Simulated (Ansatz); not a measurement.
The starting structures come from a database of crystals and need not be the phases stable at ambient conditions.

 Where the default PAW files enter, the runs use the earlier of Ansatz's two default sets.

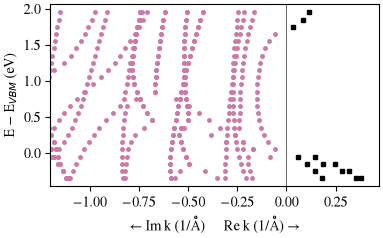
Figure: Complex bands at the centre of the two-dimensional zone; Ansatz (a quantum-chemistry and plane-wave program) with r2SCAN

No gap correction and no spin-orbit coupling; mid-gap values are interpolated between computed energies.

Task: This is CuI (P6_3mc, wurtzite, not sure to be the ambient phase, 4 atoms a cell, 27.2 Å³ an atom) along the normal of (110). Read off the slowest decay at the centre of the two-dimensional zone at 0.85 eV, the computed energy nearest the middle of the gap.

Result: κ ≈ 0.15 1/Å, a decay length 1/(2κ) of the density of 3.3 Å.
